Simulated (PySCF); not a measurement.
# C2H5FOSi (SMILES CC(=O)[SiH2]F): what the fields show

```xyz
10

C    -1.4832    0.0900    0.1492
C    -0.2386   -0.0618   -0.6735
O    -0.2468   -0.1933   -1.8786
Si    1.5125   -0.0660    0.1218
F     1.3971    0.1585    1.7324
H    -1.5268   -0.7044    0.9125
H    -2.3737    0.0510   -0.4936
H    -1.4516    1.0446    0.7001
H     2.1507   -1.3852   -0.1340
H     2.3085    1.0464   -0.4611
```

Geometry: PBE0-D3(BJ)/def2-SVP.

All numbers below come from PySCF 2.14.0, PBE0/pcSseg-1, SCF density, gas phase, non-relativistic.

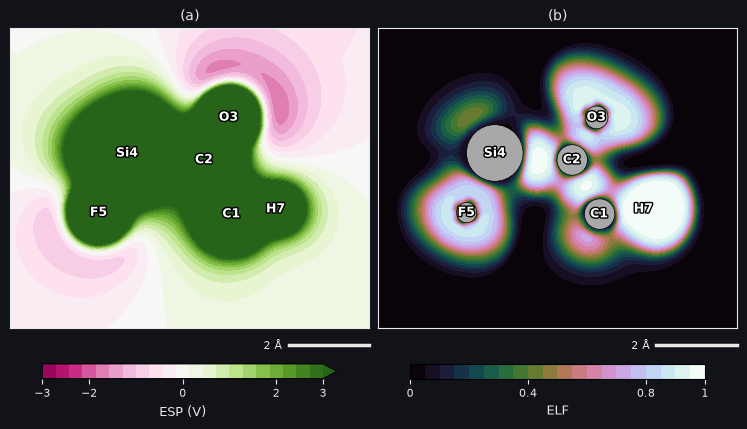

Figure 1. (a) molecular electrostatic potential; (b) ELF on the plane of atoms C1, C2 and O3. Grey discs cover the atomic cores in the ELF map.

**Interpret the plot.**

Atoms in the plane: C, O, Si, F and H. C–O (1.21 Å): the ELF peaks at about 0.85 between the atoms; a short, multiple covalent bond. C–C (1.50 Å): the ELF peaks at about 0.95 between the atoms: localised, covalent bonding. Si–F (1.63 Å): the ELF peaks at about 0.85 in the valence shell of F, 0.6 Å from its nucleus, and is about 0.55 at the midpoint. C–Si (1.92 Å): the ELF peaks at about 1 between the atoms: a covalent bond. C–H (1.10 Å): the ELF climbs to about 1 towards the hydrogen, as it does in any bond to H: an ordinary covalent bond to hydrogen. The ELF also peaks beside F5 and O3, away from the bonds: lone-pair regions. Outside the dense part of the molecule the potential is most negative (−1.8 V) near O3.

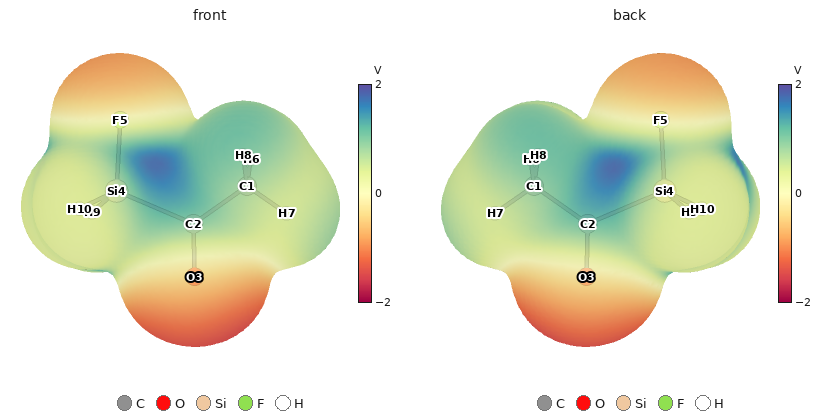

Figure 2. The molecular electrostatic potential painted on the density surface at 0.002 e/bohr³, seen from the front and from behind; the colour scale runs from red (negative) to blue (positive).

**Where is the surface potential most negative and most positive?**

The most negative region (about −1.4 V) lies over O3, the most positive (about +1.7 V) over Si4. O3 is the likeliest acceptor of a hydrogen bond.
